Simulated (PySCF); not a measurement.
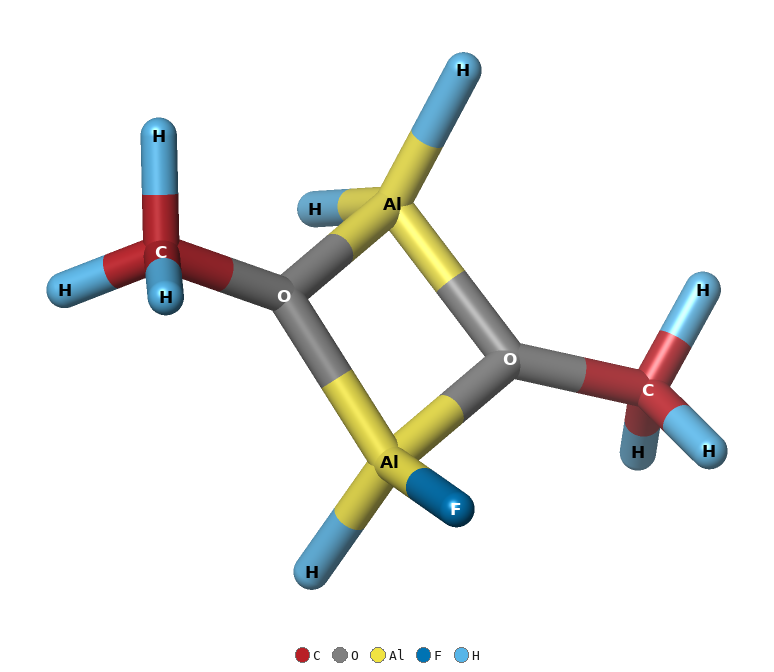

The computed structure is the end point of a GFN2-xTB optimisation. No frequency run is at hand to confirm it as a minimum. Method: PBE0/pcSseg-1, gas phase (PySCF 2.14.0).

### Estimate the HOMO energy (Kohn–Sham orbital).

−7.85 eV.

### Give the dipole moment at this level.

0.97 D.

### Estimate the LUMO energy (Kohn–Sham orbital).

−0.03 eV.

The geometry is semi-empirical. Around Al such bond lengths and angles can be off by a tenth of an ångström or more and by several degrees, and values that hang on the shape move with them.
